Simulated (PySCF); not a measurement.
## A study: C$_{3}$H$_{7}$NSi, SMILES `C[SiH]1CC=N1`

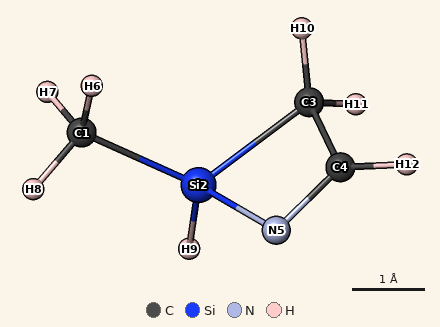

The molecule, with its atoms numbered as below. No frequency check shows the geometry to be a minimum.

Geometry (Å), atoms numbered from 1:

```
C1      -2.0491    0.0469    0.5046
Si2     -0.4563   -0.0133   -0.5119
C3       1.0236    1.0905    0.0641
C4       1.6192   -0.2454    0.3584
N5       0.7923   -1.1709    0.0570
H6      -1.8448    0.0699    1.5704
H7      -2.6382    0.9220    0.2517
H8      -2.6536   -0.8303    0.3013
H9      -0.6731   -0.0478   -1.9552
H10      0.9093    1.7122    0.9496
H11      1.5792    1.6547   -0.6812
H12      2.6008   -0.4505    0.7686
```

### 1. Excited states

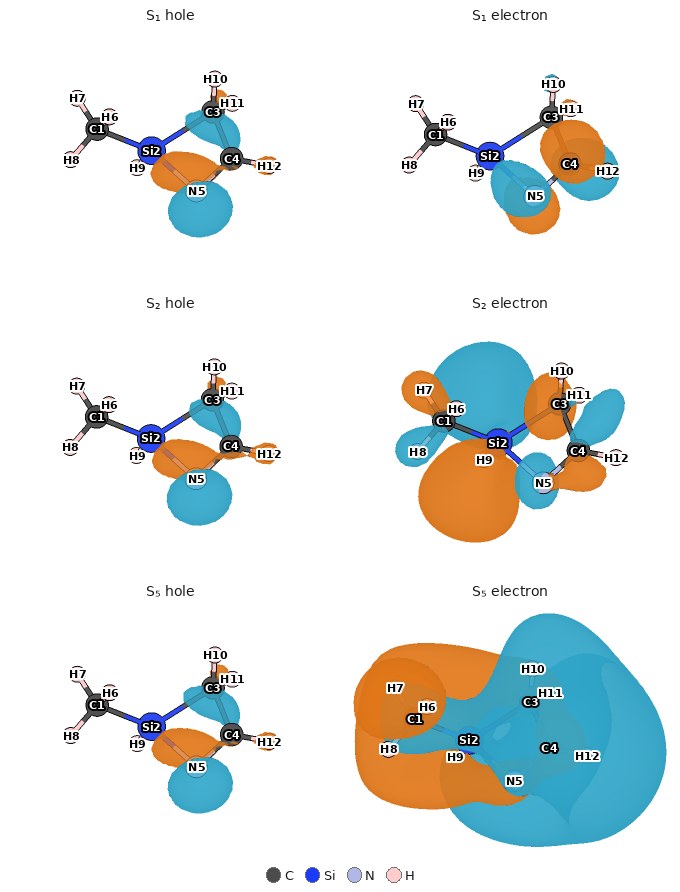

Leading natural transition orbitals (TDA singlet states).

PySCF calculation, B3LYP/def2-SVPD, gas phase; geometry: GFN2-xTB.

Describe these excited states.

Answer. By state:
- S₁: 4.37 eV (284 nm), f = 0.001 (very weak); the leading pair carries 100 %; hole on N5 (62 %), C3 (10 %) and Si2 (10 %), electron on C4 (41 %), N5 (32 %) and Si2 (8 %); their centroids lie 0.5 Å apart.
- S₂: 5.79 eV (214 nm), f = 0.026, charge transfer, whose energy this functional puts too low; the leading pair carries 100 %; hole on N5 (63 %), C3 and C4 (10 % each) and Si2 (9 %), electron on Si2 (48 %), H9 (10 %) and C3 (9 %); their centroids lie 1.9 Å apart.
- S₅: 6.37 eV (195 nm), f = 0.017, diffuse (Rydberg-like) orbital; the leading pair carries 99 %; hole on N5 (62 %), C3 (11 %) and Si2 (10 %), electron on Si2 (24 %), H12 (12 %) and C4 (10 %) (atom shares of so diffuse an orbital are rough); their centroids lie 1.1 Å apart.

### 2. Localised orbitals

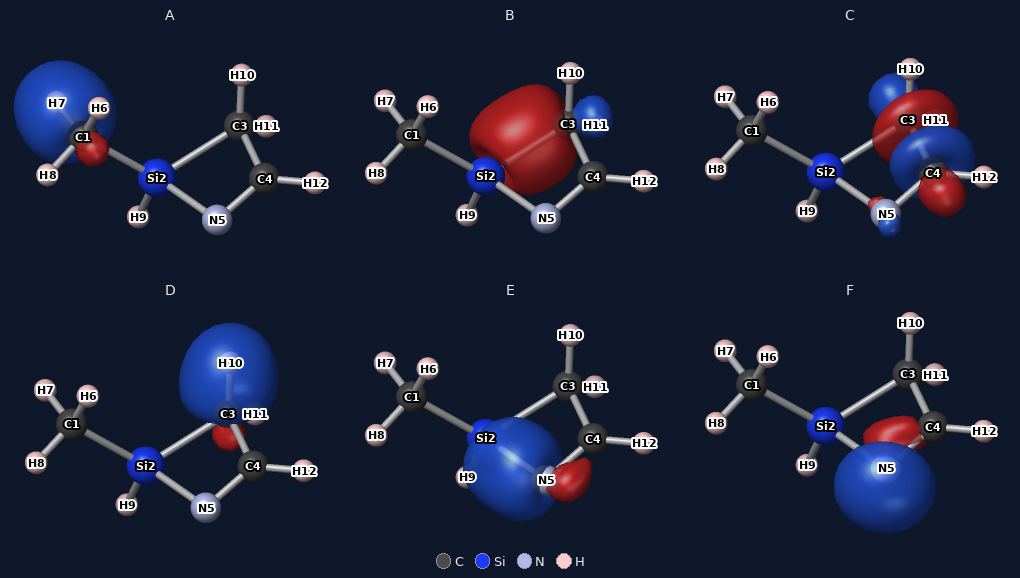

Intrinsic bond orbitals (IBO), occupied and valence-virtual; each surface holds about 80 % of the orbital's density. Energies are diagonal elements of the Fock matrix.

Computed with PySCF, BLYP/def2-SVPD, geometry: GFN2-xTB.

Identify each orbital.

Answer. By panel:
- A: σ bond C1–H7 (C1 57 %, H7 42 %; −11.9 eV)
- B: σ bond C3–Si2 (C3 64 %, Si2 34 %; −9.3 eV)
- C: σ* orbital C4–C3 (C4 50 %, C3 49 %; 9.3 eV)
- D: σ bond C3–H10 (C3 57 %, H10 42 %; −11.8 eV)
- E: σ bond N5–Si2 (N5 70 %, Si2 28 %; −11.8 eV)
- F: lone pair on N5 (sp1.9-type) (N5 98 %; −7.3 eV)

### 3. Magnetic shielding

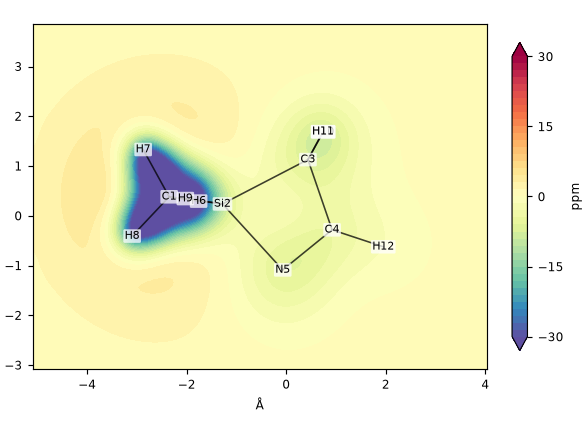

NICSzz (the component normal to the ring) 1.7 Å above the plane of the 4-membered ring Si2/C3/C4/N5; GIAO shieldings; atoms are projected onto the map; negative values mean shielding.

Computed with PySCF, B3LYP/6-31+G*, geometry: GFN2-xTB.

What does the map say about the ring?

Answer. It is neither clearly shielded nor deshielded above its centre; an sp³ atom breaks the ring's conjugation, so the values mix its σ bonds and separate π bonds and show no closed π ring current: NICS(0) = +7.5, NICS(1) = −1.8 and −1.7, NICS(1)zz = +4.5 and +3.6 (two faces) ppm.

What absolute proton shieldings does the same calculation give?

Answer. From 23.2 ppm (H12) to 32.2 ppm (H7).
